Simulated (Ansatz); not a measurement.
Input

```
crystal:
  periodic: [false, false, false]
  atoms:
    - {symbol: Cl, position_ang: [-1.790349, -0.987811, -1.322196]}
    - {symbol: Cl, position_ang: [0.574650, 1.097978, -2.197722]}
    - {symbol: Cl, position_ang: [-0.560761, 2.272155, 0.638837]}
    - {symbol: Nb, position_ang: [-0.163359, 0.151284, -0.160149]}
    - {symbol: O, position_ang: [1.545410, -0.587143, -0.003033]}
    - {symbol: O, position_ang: [-0.678724, -0.613274, 1.432987]}
    - {symbol: H, position_ang: [2.201123, -0.418570, -0.694341]}
    - {symbol: H, position_ang: [-1.035790, -0.971720, 2.249819]}
basis:
  gaussian: {orbitals: def2-SVPD}
hamiltonian: {xc: pbe0}
output: {forces: true, orbitals: {seedname: orbitals}}
```

Run with:

```sh
ansatz run input.yaml --threads 2 --pin off --max-ram 5220MiB --events-out events.jsonl --progress --plain --runs-dir runs
```

Geometry: PBE0-D4/def2-SVP; core potentials replace the inner electrons of Nb.

Computed with Ansatz, isolated molecule in a Gaussian basis; Kohn-Sham density functional theory, functional PBE0.

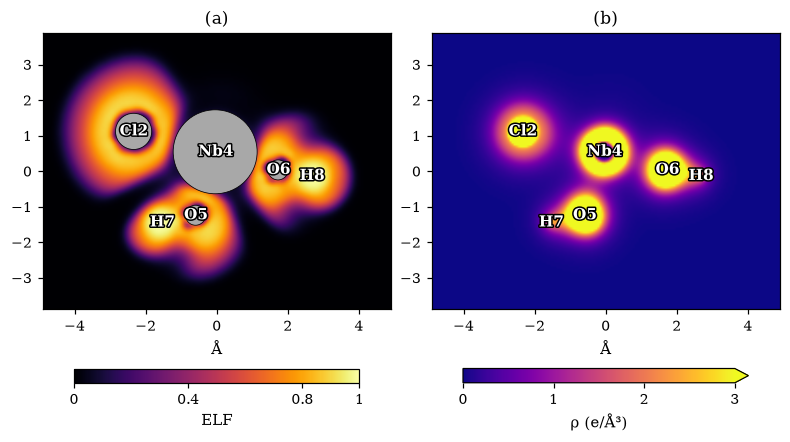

Cl3H2NbO2. (a) electron localisation function; (b) electron density on the plane of atoms Nb4, O5 and H7. Grey discs cover the atomic cores in the ELF map.

**Interpret the plot.**

- Atoms in the plane: Cl, Nb, O and H.
- Nb4···H7 (2.49 Å): the density falls to about 0.85 e/Å³ on the way; the ELF climbs to about 0.95 towards the hydrogen.
- Nb–O (1.84 Å): the density is about 1.1 e/Å³ at the midpoint; the ELF peaks at about 0.80 in the valence shell of O, 0.5 Å from its nucleus, and drops to about 0.20 between the two atoms.
- O–H (0.96 Å): ρ is about 3.7 e/Å³ halfway; the ELF climbs to about 1 towards the hydrogen (an ordinary covalent bond to hydrogen).
- Nb–Cl (2.36 Å): ρ is about 0.57 e/Å³ halfway; the ELF peaks at about 0.85 in the valence shell of Cl, 0.8 Å from its nucleus, and is about 0.35 at the midpoint.
